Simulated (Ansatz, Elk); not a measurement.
## Ti2Mn: X-ray structure factors from the self-consistent density

The structure of Ti2Mn used here is made up (a known structure type with other elements) and was relaxed beforehand with PBEsol. The aim is the Fourier transform of its all-electron density, F(hkl), set beside the sum over free spherical atoms that refinements use.

Program: Elk 11.2.3 (patched build). Level of theory: DFT, PBE, all-electron APW+lo, Dirac cores, scalar-relativistic bands, static density, no spin. Results are calculated unless marked as measured.

The structure was built from a prototype and need not be the compound's stable phase.

## 1. Set-up

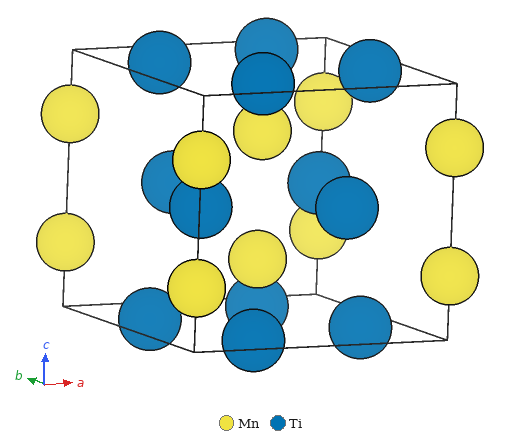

Start, viewed slightly off an axis; manganese yellow, titanium blue. This picture shows the conventional cell, with its axes. Some periodic images of atoms are drawn too.

## 2. Ground state and structure factors

An all-electron density is needed, since X-rays see the cores too. Task 0 finds the density and task 195 Fourier-transforms it; tshift is off so that phases refer to the origin typed.

File elk.in:

```
tasks
  0
  195

xctype
  20

spinpol
  .false.

rgkmax
  7.0

gmaxvr
  14.0

lmaxo
  7

lmaxapw
  8

swidth
  0.002

tshift
  .false.

ramdisk
  .false.

hmaxvr
  5.5

maxscl
  120

epspot
  1e-06

sppath
  './'

avec
  -5.45999788527 5.45999788527 4.98042868750
  5.45999788527 -5.45999788527 4.98042868750
  5.45999788527 5.45999788527 -4.98042868750

atoms
  2
  'Mn.in'
  2
  0.7500000000 0.7500000000 -0.0000000000   0.000000 0.000000 0.000000
  0.2500000000 0.2500000000 -0.0000000000   0.000000 0.000000 0.000000
  'Ti.in'
  4
  0.8247424148 0.6752575852 0.5000000000   0.000000 0.000000 0.000000
  0.3247424148 0.8247424148 0.1494848296   0.000000 0.000000 0.000000
  0.1752575852 0.3247424148 0.5000000000   0.000000 0.000000 0.000000
  0.6752575852 0.1752575852 0.8505151704   0.000000 0.000000 0.000000

ngridk
  6 6 6
```

On the command line:

```console
> OMP_NUM_THREADS=4 elk
```

Numbers of over 12 decimals in the logs are rounded to 6 here.

Output:

```text
┌─────────────────────────┐
│ Elk code version 11.2.3 │
└─────────────────────────┘

All units are atomic (Hartree, Bohr, etc.)

┌─────────────────────────────────────────────────┐
│ Ground-state run starting from atomic densities │
└─────────────────────────────────────────────────┘

Lattice vectors :
  -5.459997885       5.459997885       4.980428687
   5.459997885      -5.459997885       4.980428687
   5.459997885       5.459997885      -4.980428687

Reciprocal lattice vectors :
 -0.1914406297E-17  0.5753834927      0.6307875990
  0.5753834927     -0.1914406297E-17  0.6307875990
  0.5753834927      0.5753834927     -0.8274575790E-17

Unit cell volume      :    593.8977314
Brillouin zone volume :   0.4176648610

Muffin-tin inner radius fraction :   0.1000000000E-01

Nuclei treated as point charges

Species : 1 (Mn)
 parameters loaded from : Mn.in
 name : manganese
 nuclear charge    :   -25.00000000
 electronic charge :    25.00000000
 atomic mass :    100145.9370
 muffin-tin radius :    2.343505747
 number of radial points in muffin-tin :    993
 inner part over the whole radius :   0.9867764516E-02
 number on inner part of muffin-tin    :    699
 approximate nuclear radius :   0.7074591925E-04
 number of mesh points to nuclear radius :    330
 atomic positions (lattice), magnetic fields (Cartesian) :
  1 :  -0.25000000 -0.25000000  0.00000000    0.00000000  0.00000000  0.00000000
  2 :   0.25000000  0.25000000  0.00000000    0.00000000  0.00000000  0.00000000

Species : 2 (Ti)
 parameters loaded from : Ti.in
 name : titanium
 nuclear charge    :   -22.00000000
 electronic charge :    22.00000000
 atomic mass :    87256.20317
 muffin-tin radius :    2.343505747
 number of radial points in muffin-tin :    993
 inner part over the whole radius :   0.9900362703E-02
 number on inner part of muffin-tin    :    698
 approximate nuclear radius :   0.6805665174E-04
 number of mesh points to nuclear radius :    325
 atomic positions (lattice), magnetic fields (Cartesian) :
  1 :  -0.17525759 -0.32474241  0.50000000    0.00000000  0.00000000  0.00000000
  2 :   0.32474241 -0.17525759  0.14948483    0.00000000  0.00000000  0.00000000
  3 :   0.17525759  0.32474241  0.50000000    0.00000000  0.00000000  0.00000000
  4 :  -0.32474241  0.17525759 -0.14948483    0.00000000  0.00000000  0.00000000

Total number of atoms per unit cell :    6
Total muffin-tin volume :    323.4729195
 ratio of muffin-tin to unit cell volume :   0.5446609784

Spin treatment :
 spin-unpolarised

Number of Bravais lattice symmetries :   16
Number of crystal symmetries         :   16
Crystal has inversion symmetry
Real symmetric eigensolver will be used

k-point grid :      6     6     6
k-point offset :    0.000000000       0.000000000       0.000000000
k-point set is reduced with full crystal symmetry group
Total number of k-points :       30

Muffin-tin radius times maximum |G+k| :    7.000000000
 using average radius
Maximum |G+k| for APW functions       :    2.986977954
Maximum (1/2)|G+k|²                   :    4.461018648
Maximum |G| for potential and density :    14.00000000
Constant for pseudocharge density :    8
 order of it for each species :   15  15
 order of it for pair densities of each species (exact exchange by exxq0 0: 16) :   10  10
Radial integration step length :    1

G-vector grid sizes :     42    42    42
Number of G-vectors :    27595

Maximum angular momentum used for
 APW functions            :    8
 outer part of muffin-tin :    7
 inner part of muffin-tin :    2

Total nuclear charge    :   -138.0000000
Total core charge       :    60.00000000
Total valence charge    :    78.00000000
Total excess charge     :    0.000000000
Total electronic charge :    138.0000000

Effective Wigner radius, rₛ :    1.009054577

Number of empty states         :     24
Total number of valence states :     64
Total number of core states    :     60

Third-order local-orbitals added for an l without core states : T
Total number of local-orbitals :    118

[...]
electron-nuclear            :     -11855.558193731
 Hartree                     :      1567.4205600328
 Madelung                    :     -6877.1298150179
 xc potential                :     -385.20821399109
 exchange                    :     -267.95390670754
 correlation                 :     -6.170207
 electron entropic           :    -0.25702326398053E-02
 total energy                :     -5731.4720604535

Density of states at Fermi energy :    198.4945793
 (states/Hartree/unit cell)

Estimated indirect band gap :   0.7510633253E-03
 from k-point 16 to k-point 20
Estimated direct band gap   :   0.2018541881E-02
 at k-point 13

Charges :
 core                        :    60.00000000
 valence                     :    78.00000000
 interstitial                :    7.968953318
 muffin-tins (core leakage)
  species : 1 (Mn)
[...]
species : 2 (Ti)
[...]
total in muffin-tins        :    130.0310467
 total calculated charge     :    138.0000367
 total charge                :    138.0000000
 error                       :   0.3666923922E-04

RMS change in Kohn-Sham potential (target) :   0.6545740170     (  0.1000000000E-05)
Absolute change in total energy (target)   :   0.9237169843E-02 (  0.1000000000E-03)

[... loops 3 to 16 left out ...]

┌──────────────────┐
│ Loop number : 17 │
└──────────────────┘

Energies :
 Fermi                       :     0.318375
 sum of occupied eigenvalues :     -3334.7637175431
 electron kinetic            :      5794.5365495562
 core electron kinetic       :      5281.0428800262
 Coulomb                     :     -11253.643252310
 Coulomb potential           :     -8774.7775585187
 nuclear-nuclear             :     -967.33123549167
 electron-nuclear            :     -11833.976623812
 Hartree                     :      1547.6646069943
 Madelung                    :     -6866.2544730505
 xc potential                :     -354.52270858055
 exchange                    :     -267.30442716344
 correlation                 :     -6.160098
 electron entropic           :    -0.32503326804599E-02
 total energy                :     -5732.5744779266

Density of states at Fermi energy :    256.9029487
 (states/Hartree/unit cell)

Estimated indirect band gap :   0.5900078985E-03
 from k-point 4 to k-point 19
Estimated direct band gap   :   0.9230635522E-03
 at k-point 19

Charges :
 core                        :    60.00000000
 valence                     :    78.00000000
 interstitial                :    8.336407105
 muffin-tins (core leakage)
  species : 1 (Mn)
[...]
species : 2 (Ti)
[...]
total in muffin-tins        :    129.6635929
 total calculated charge     :    138.0000065
 total charge                :    138.0000000
 error                       :   0.6545960588E-05

RMS change in Kohn-Sham potential (target) :   0.4692630209E-06 (  0.1000000000E-05)
Absolute change in total energy (target)   :   0.4316740706E-04 (  0.1000000000E-03)

Convergence targets achieved

┌──────────────────┐
│ Loop number : 18 │
└──────────────────┘

Energies :
 Fermi                       :     0.318375
 sum of occupied eigenvalues :     -3334.7637148788
 electron kinetic            :      5794.5365490261
 core electron kinetic       :      5281.0428784370
 Coulomb                     :     -11253.643254456
 Coulomb potential           :     -8774.7775543405
 nuclear-nuclear             :     -967.33123549167
 electron-nuclear            :     -11833.976632569
 Hartree                     :      1547.6646136043
 Madelung                    :     -6866.2544772859
 xc potential                :     -354.52270956432
 exchange                    :     -267.30442748341
 correlation                 :     -6.160098
 electron entropic           :    -0.32503325410169E-02
 total energy                :     -5732.5744809152

Density of states at Fermi energy :    256.9029254
 (states/Hartree/unit cell)

Estimated indirect band gap :   0.5900085271E-03
 from k-point 4 to k-point 19
Estimated direct band gap   :   0.9230622629E-03
 at k-point 19

Charges :
 core                        :    60.00000000
 valence                     :    78.00000000
 interstitial                :    8.336406883
 muffin-tins (core leakage)
  species : 1 (Mn)
[...]
species : 2 (Ti)
[...]
atom 2                    :    20.33226417     ( -0.2185344066E-06)
   atom 3                    :    20.33226417     ( -0.2185344066E-06)
   atom 4                    :    20.33226417     ( -0.2185344066E-06)
 total in muffin-tins        :    129.6635931
 total calculated charge     :    138.0000065
 total charge                :    138.0000000
 error                       :   0.6546601270E-05

┌──────────────────────────────┐
│ Self-consistent loop stopped │
└──────────────────────────────┘

Wrote STATE.OUT
```

It took 38 s on 4 threads of Arm Neoverse V2, shared host; peak memory 0.22 GiB.

SFACRHO.OUT:

```text

h k l indices transformed by vhmat matrix:
   1.000000000       0.000000000       0.000000000    
   0.000000000       1.000000000       0.000000000    
   0.000000000       0.000000000       1.000000000    

      h      k      l  multipl.   |H|            Re(F)            Im(F)           |F|

      0      0      0      1   0.0000000       138.00000     -0.74258212E-17   138.00000    
      1     -1      0      4  0.81371514       28.921765     -0.27928593E-14   28.921765    
      0     -1      1      8  0.85379105      0.72117384E-14 -0.12362980E-13  0.14312667E-13
     -1      1     -1      4   1.1507670      0.25671327     -0.61814900E-14  0.25671327    
      1      1     -1      2   1.2615752       26.333209      0.15202184E-13   26.333209    
      0     -1     -1      8   1.4329075       44.423926      0.20604967E-14   44.423926    
     -1      0     -1      8   1.4329075      -44.423926      0.30907450E-14   44.423926    
      1      1     -2      8   1.5012343      -48.343968     -0.45330927E-13   48.343968    
      0      0     -2      4   1.6274303       54.851127      0.39149437E-13   54.851127    
     -2      0      2      8   1.7075821      -67.564423      0.22665463E-13   67.564423    
      1     -1      2      4   1.8195224       57.463068     -0.14423477E-13   57.463068    
     -2      2     -1      4   1.8195224       57.463068     -0.41209933E-14   57.463068    
     -1      2     -2      8   1.8377945      0.61814900E-14 -0.37604064E-13  0.38108745E-13
     -2     -1      1      8   1.9779037      0.61814900E-14  0.20604967E-14  0.65158626E-14
      3     -1     -1      8   2.0591506      -12.757707      0.13789179E-13   12.757707    
      3     -2     -1      8   2.1683526      -6.5345042      -0.0000000       6.5345042    
     -1      0      3      8   2.1683526       6.5345042      0.36058692E-13   6.5345042    
      2      0     -3      8   2.2140988      -7.3930263      0.22665463E-13   7.3930263
```

Elk indexes on the primitive cell of elk.in and gives |H| = 4π sin θ/λ in inverse bohr. Below, one row stands for each form hkl of the conventional cell (m members, Friedel mates merged), F is for one primitive cell and the density is static (no thermal factor). Free-atom factors are Waasmaier and Kirfel's, and R is Σm||F|−|F'||/Σm|F|.

```tsv
hkl	m	sin θ/λ (Å⁻¹)	abs F, DFT	neutral atoms	diff.
110	4	0.122	28.922	28.322	+0.600
101	8	0.128	0.000	0.000	+0.000
200	4	0.173	0.257	0.008	+0.249
002	2	0.190	26.333	26.715	-0.382
211	16	0.215	44.424	44.848	-0.424
112	8	0.226	48.344	48.827	-0.483
220	4	0.245	54.851	55.599	-0.748
202	8	0.257	67.564	68.251	-0.686
310	8	0.274	57.463	58.077	-0.614
301	8	0.276	0.000	0.000	+0.000
103	8	0.297	0.000	0.000	+0.000
222	8	0.310	12.758	12.972	-0.214
321	16	0.326	6.535	6.522	+0.012
312	16	0.333	7.393	7.576	-0.183
213	16	0.344	34.843	34.810	+0.033
400	4	0.346	14.005	14.324	-0.319
330	4	0.367	17.451	17.269	+0.181
411	16	0.369	39.118	39.138	-0.020
004	2	0.379	72.136	72.259	-0.123
303	8	0.385	0.000	0.000	+0.000
420	8	0.387	34.709	34.680	+0.029
402	8	0.395	39.579	39.611	-0.032
```

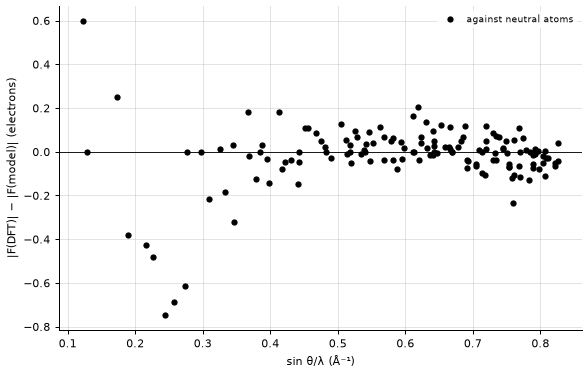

Difference between the calculated structure factors and the independent-atom ones.

## 3. The highest occupied states alone

An energy window below the Fermi level keeps the highest occupied states, to see at which angles they scatter; shallow core shells can lie inside it and anion s states outside. No new self-consistency is needed.

elk.in: that of step 2 with these lines changed.

```diff
@@ -1,3 +1,2 @@
 tasks
-  0
   195
@@ -40,2 +39,5 @@
 
+wsfac
+  -0.049120 0.618370
+
 sppath
```

On the command line:

```console
> OMP_NUM_THREADS=4 elk
```

Output:

```text
┌─────────────────────────────────┐
│ Elk code version 11.2.3 started │
└─────────────────────────────────┘

Info(readinput): the functional depends on the density's gradient
 muffin-tin radial points multiplied by    2.00000
 (not where nrmtscf is given)

┌────────────────────┐
│ Current task : 195 │
└────────────────────┘
Info(checkmt): changed muffin-tin radius of species 1 (Mn) from   2.4000 to   2.3435
Info(checkmt): changed muffin-tin radius of species 2 (Ti) from   2.4000 to   2.3435

Info(sfacrho): density structure factors written to SFACRHO.OUT

 Energy window :  -0.4912000000E-01  0.6183700000

┌──────────────────┐
│ Elk code stopped │
└──────────────────┘
```

It took 8.4 s on 4 threads; peak memory 0.16 GiB.

States within 10 eV below the Fermi level hold 30.00 electrons; any levels below the window count with the cores. Their amplitudes can exceed the total, where window and core parts have opposite phase:

```tsv
hkl	sin θ/λ (Å⁻¹)	abs F, window	abs F, all
110	0.122	8.382	28.922
101	0.128	0.000	0.000
200	0.173	4.731	0.257
002	0.190	3.001	26.333
211	0.215	1.944	44.424
112	0.226	5.682	48.344
220	0.245	5.240	54.851
202	0.257	5.552	67.564
310	0.274	4.780	57.463
301	0.276	0.000	0.000
```

## 4. Another functional

The difference from free atoms is small, so it is set against the change that LDA (Perdew-Wang) makes.

elk.in: that of step 3 with these lines changed.

```diff
@@ -1,2 +1,3 @@
 tasks
+  0
   195
@@ -4,3 +5,3 @@
 xctype
-  20
+  3
 
@@ -39,5 +40,2 @@
 
-wsfac
-  -0.049120 0.618370
-
 sppath
```

On the command line:

```console
> OMP_NUM_THREADS=4 elk
```

Output:

```text
┌─────────────────────────┐
│ Elk code version 11.2.3 │
└─────────────────────────┘

All units are atomic (Hartree, Bohr, etc.)

┌─────────────────────────────────────────────────┐
│ Ground-state run starting from atomic densities │
└─────────────────────────────────────────────────┘

Lattice vectors :
  -5.459997885       5.459997885       4.980428687
   5.459997885      -5.459997885       4.980428687
   5.459997885       5.459997885      -4.980428687

Reciprocal lattice vectors :
 -0.1914406297E-17  0.5753834927      0.6307875990
[...]
valence                     :    78.00000000
 interstitial                :    8.238874279
 muffin-tins (core leakage)
  species : 1 (Mn)
[...]
species : 2 (Ti)
[...]
atom 3                    :    20.34962834     ( -0.3514387904E-05)
   atom 4                    :    20.34962834     ( -0.3514387904E-05)
 total in muffin-tins        :    129.7611257
 total calculated charge     :    138.0000073
 total charge                :    138.0000000
 error                       :   0.7268941545E-05

┌──────────────────────────────┐
│ Self-consistent loop stopped │
└──────────────────────────────┘

Wrote STATE.OUT
[key lines of the parts left out:]
total energy                :     -5721.1186019037
```

It took 24 s on 4 threads; peak memory 0.16 GiB.

Against the first run R = 0.05 %; the largest change is -0.065 at 004.

## 5. Basis size

The basis and the expansions that go with it are enlarged, to see whether the differences are converged.

elk.in: that of step 4 with these lines changed.

```diff
@@ -5,3 +5,3 @@
 xctype
-  3
+  20
 
@@ -11,12 +11,12 @@
 rgkmax
-  7.0
+  8.5
 
 gmaxvr
-  14.0
+  18.0
 
 lmaxo
-  7
+  9
 
 lmaxapw
-  8
+  10
```

On the command line:

```console
> OMP_NUM_THREADS=4 elk
```

Output:

```text
┌─────────────────────────┐
│ Elk code version 11.2.3 │
└─────────────────────────┘

All units are atomic (Hartree, Bohr, etc.)

┌─────────────────────────────────────────────────┐
│ Ground-state run starting from atomic densities │
└─────────────────────────────────────────────────┘

Lattice vectors :
  -5.459997885       5.459997885       4.980428687
   5.459997885      -5.459997885       4.980428687
   5.459997885       5.459997885      -4.980428687

Reciprocal lattice vectors :
 -0.1914406297E-17  0.5753834927      0.6307875990
[...]
valence                     :    78.00000000
 interstitial                :    8.289143486
 muffin-tins (core leakage)
  species : 1 (Mn)
[...]
species : 2 (Ti)
[...]
atom 3                    :    20.33951934     ( -0.2185347618E-06)
   atom 4                    :    20.33951934     ( -0.2185347618E-06)
 total in muffin-tins        :    129.7108565
 total calculated charge     :    138.0000152
 total charge                :    138.0000000
 error                       :   0.1523944911E-04

┌──────────────────────────────┐
│ Self-consistent loop stopped │
└──────────────────────────────┘

Wrote STATE.OUT
[key lines of the parts left out:]
total energy                :     -5732.5978652936
```

Wall time 91 s (4 threads); peak memory 0.4 GiB; 4.7 min of CPU time.

Against the first run R = 0.02 %; the largest change is -0.015 at 332.

## 6. Settings against the effect

```tsv
run	R against the first run (%)	R against neutral atoms, low angle (%)	wall time
PBE, rgkmax 7	0.00	1.13	38 s
LDA (Perdew-Wang)	0.05	1.14	24 s
rgkmax 8.5 with larger expansions	0.02	1.12	91 s
```

## 7. Outcome

```json
{"R against neutral atoms, sin θ/λ < 0.3 Å⁻¹": "1.13 %", "R against neutral atoms, 0.3 to 0.83 Å⁻¹": "0.33 %"}
```

Independent neutral atoms miss the calculated amplitudes by R = 1.13 % below 0.3 Å⁻¹ and 0.33 % from there to 0.83 Å⁻¹; by shells, 2.07 % below 0.15 Å⁻¹ (1 form), 1.09 % 0.15 to 0.3 (7 forms), 0.42 % 0.3 to 0.45 (17 forms), 0.32 % above 0.45 (103 forms). Bonding, aspherical density and the tables' own atoms all enter these figures, and the runs don't part them. The largest change of an amplitude is -0.75 electrons, at 220. Weak lines can change much in proportion: 200 goes from 0.01 to 0.26. The window's part falls from 30.0 electrons at the origin to at most 1.93 between 0.45 and 0.83 Å⁻¹, where compact states inside the window still scatter. Below 0.3 Å⁻¹ the changes that finished (LDA (Perdew-Wang) and rgkmax 8.5 with larger expansions) move F by R = 0.03 % at most, against the 1.13 % that separates it from free atoms. The k-mesh has no finished test. These runs have no spin, though d or f shells may be open. Part of the difference isn't bonding: the tables are fits to free atoms and ions calculated by other methods than this functional. Thermal motion, anomalous dispersion and extinction are left out.

[Logs are printed without paths, hosts, clocks, repeated set-up lines and the standing remarks that a program may print on its own settings, such as how far it seeks lower states.]

[Hosts, paths, dates, database ids (printed as entryN), source tags and the programs' standing remarks are cut or masked in the printed files.]
